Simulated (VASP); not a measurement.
```xyz
2
Lattice="1.6120 -2.7921 0.0000 1.6120 2.7921 0.0000 0.0000 0.0000 5.1842" Properties=species:S:1:pos:R:3 pbc="T T T"
Zr     1.6120     0.9307     1.2960
Zr     1.6120    -0.9307     3.8881
```

Level of theory: PW91 GGA, VASP's PBE PAW potentials (set 64) (plane waves; VASP 6.6.1). Run with 520 eV cut-off, 15×15×8 Γ-centred mesh, tetrahedra with Blöchl corrections, potentials Zr_sv.

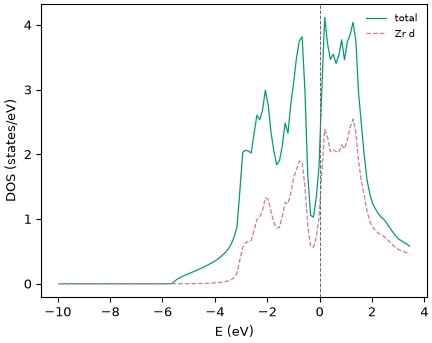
Total and projected density of states, zero at the Fermi level

Within 2 eV below the Fermi level the largest weight inside VASP's projection spheres is Zr d.

It has no gap at this level: it comes out as a metal or semimetal.

The compound is Zr in the hcp structure. It was relaxed first.
